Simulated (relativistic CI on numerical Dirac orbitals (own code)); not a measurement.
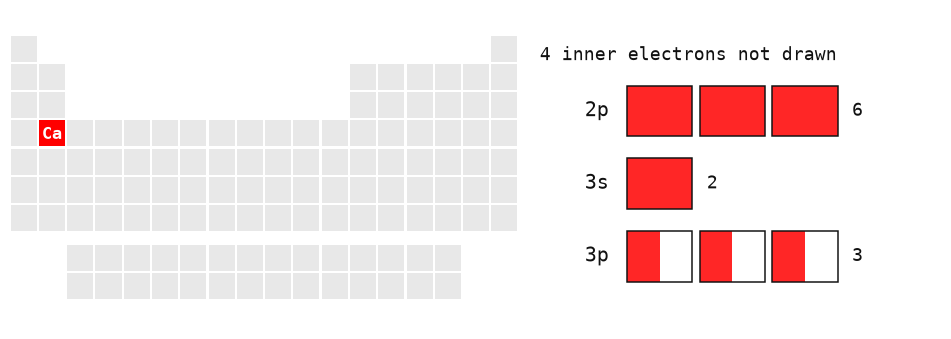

*Left, the place of calcium in the periodic table; right, the outer shells of the leading configuration of the lowest level: a box for each of the 2l + 1 orbitals, shaded by the share of the shell that is filled, with the electron count at the right.*

# Relativistic CI calculation for Ca⁵⁺

- system: Ca⁵⁺.
- method: Dirac-Coulomb-Breit CI, KLI orbitals optimised for each configuration, model QED (radiative potential, 1s self-energy scaled to tabulated hydrogen-like ionisation energies), valence Slater integrals scaled by 0.9 (relativistic CI on numerical Dirac orbitals, in-house)

**Summary**

- outcome: converged
- lowest level: 3p³ ⁴S°₃/₂
- first excited level: 3p³ ²D°₃/₂, 28,764 cm⁻¹
- levels computed: 5
- SCF iterations: 9
- hardware: 1 CPU thread, shared host

**Remarks**

To bear in mind: configurations can be misplaced by up to about 7 % of their energy; one configuration only, so levels of others that fall in the range are missing.

**Input**
```
atom Ca  Z=20  charge=5  electrons=15
nucleus A=40  rms_radius_fm=3.4776
hamiltonian dirac-coulomb  breit=on  qed=on  c_scale=1
orbitals kli  potential=per-configuration
slater_scale 0.9
correlation none
mixing on
configurations
  [Ne] 3s2 3p3
end
```

The run was one of a batch that the task file lists, launched with:
```bash
python <driver script> task.json out
```

The program writes its results to a structured record and prints no log; tables and figures of this report are taken from that record.

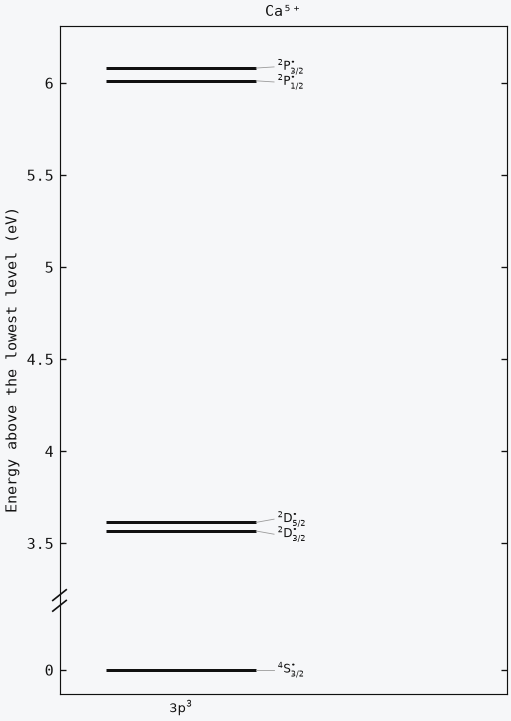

*Level diagram of Ca⁵⁺.*

The lowest level is 3p³ ⁴S°₃/₂. The first excited level, 3p³ ²D°₃/₂, lies at 3.57 eV. All levels drawn have odd parity, so no electric dipole line joins them. The levels are close to LS coupling (mean leading weight 99 % in LS and 73 % in jj).

```csv
Configuration,Level,E (eV),Lifetime (s; – stable or not computed)
3p³,⁴S°₃/₂,0,–
3p³,²D°₃/₂,3.566,3.5×10⁰
3p³,²D°₅/₂,3.613,7.0×10¹
3p³,²P°₁/₂,6.012,1.1×10⁻¹
3p³,²P°₃/₂,6.081,4.8×10⁻²
```
